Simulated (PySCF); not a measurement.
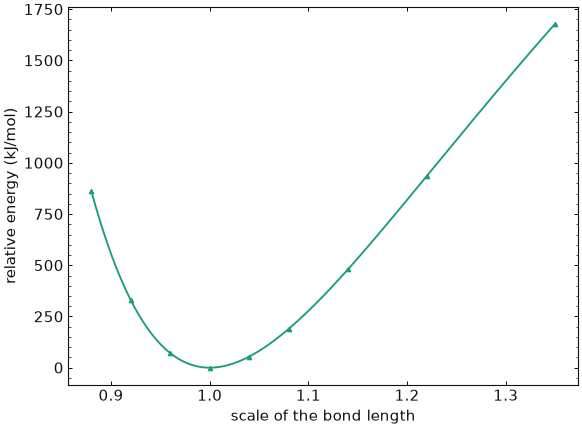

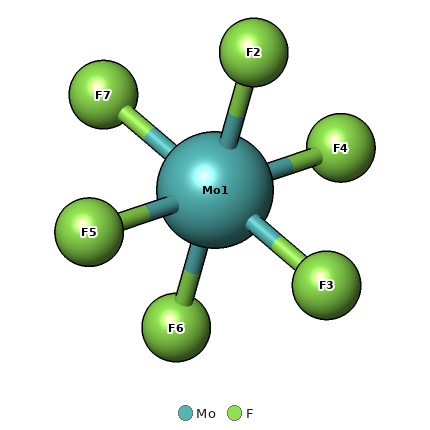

Rigid scan of MoF₆, singlet, from a minimum of the shape that electron-pair counting expects: all bonds to atom 1 scaled (atom 1 is the central atom). PBE0/def2-SVP (ECP), PySCF, restricted determinant, no spin-orbit coupling; energies counted from the minimum. Splines pass through the computed points, which are marked.

What does it cost to go to either end of the scan?

861.7 kJ/mol at 0.88 and 1678.9 kJ/mol at 1.35.

Give the values at the computed points.

In kJ/mol:
```tsv
scale of the bond length	PBE0
0.88	861.7
0.92	329.7
0.96	71.2
1.00	0.0
1.04	54.1
1.08	189.3
1.14	479.5
1.22	935.9
1.35	1678.9
```

Known limits of this run: closed-shell stability not tested; double-zeta basis on some or all atoms.
